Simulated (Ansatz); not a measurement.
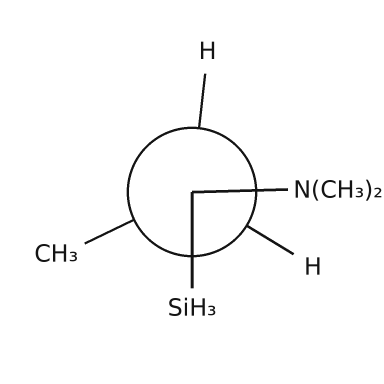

A Newman projection along the Sb–C bond, antimony in front; angles are drawn as computed, but eclipsed bonds slightly apart. The computed structure is the end point of a PBE0-D4/def2-TZVP optimisation. No frequency run is at hand to confirm it as a minimum.

Which molecule is it?

C4H14NSbSi, C[CH2][Sb]([SiH3])[N](C)C

What is the torsion angle from the front SiH3 to the back CH3? The sign is positive where the front bond must turn clockwise to cover the back bond.

64°, synclinal (gauche).
